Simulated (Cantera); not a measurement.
Input: 1 mol C, 0.23 mol O₂, 0.41 mol H₂, at 2102 °C.

These are equilibrium values from Cantera (NASA tables, ideal gas, pure condensed phases), not measurements of a reactor. Candidate condensed phases: C, C₆H₆, C₇H₈, C₈H₁₈, H₂O; 110 gas species. The ideal-gas law is rough above about 30 bar. Kinetics and transport are ignored.

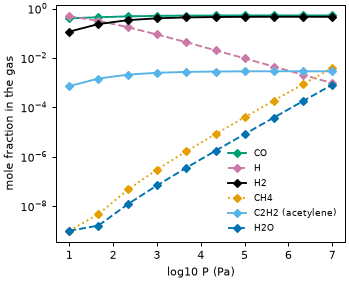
Fig. 1. Equilibrium gas composition (values under 1e-9 drawn at 1e-9)

From 10.0 Pa to 100 bar the condensed part is C(graphite). The main C-bearing gas is CO throughout.
